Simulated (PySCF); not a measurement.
Molecule: SMILES [F][Sn]([F])([F])[Cl], singlet. Atoms near the plane z = 0.0 Å, at the PBE0/def2-SVP optimised geometry (x, y, z in Å): F1 (-1.5, 0.9, 0.0), Sn2 (-0.8, -0.9, 0.0), Cl5 (1.5, -0.9, 0.0).

Method: PBE0/def2-TZVP, def2 effective core potentials past Kr run with PySCF. The core electrons that the potentials of Sn replace are not part of the density. Cells within 0.4 Å of a nucleus heavier than hydrogen are left out (blank, or x). The values are rescaled to run from 0 to 1.

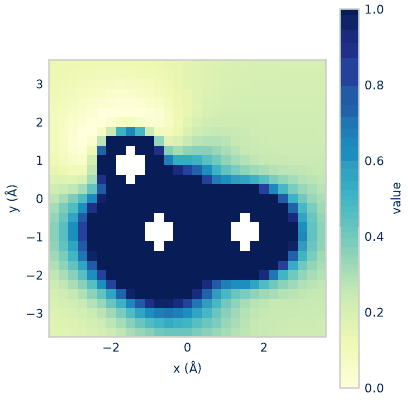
*a field on the plane z = 0.0 Å.*

Question: Which quantity is mapped?
A. log10 of the electron density
B. deformation density (molecule minus spherical neutral atoms)
C. Laplacian of the electron density
D. electrostatic potential

Answer: D, electrostatic potential. In full: electrostatic potential (hartree/e), clipped to [-0.08, 0.12].
